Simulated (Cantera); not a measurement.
Feed: 1 mol CH3Cl, 2.1 mol H2, at 2.80 Pa.

Cantera equilibrium calculation (NASA polynomials, part measured and part estimated; ideal gas, pure solids and liquids). Candidate condensed phases: C, C6H6, C7H8, C8H18; 103 gas species. Ions and electrons are included (thermal ionisation). Equilibrium is a limit: real reactors are often held back by kinetics, nucleation or transport.

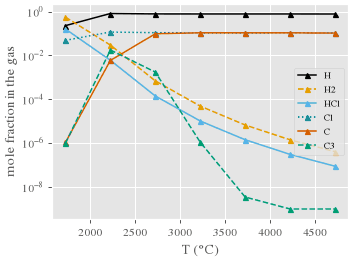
Figure: Equilibrium gas composition (values under 1e-9 drawn at 1e-9)

Question: Read off the mole fractions at 4727 °C.

Answer: H about 0.78, Cl about 0.11, C about 0.10, H2 about 4.1e-7, HCl about 8.9e-8.
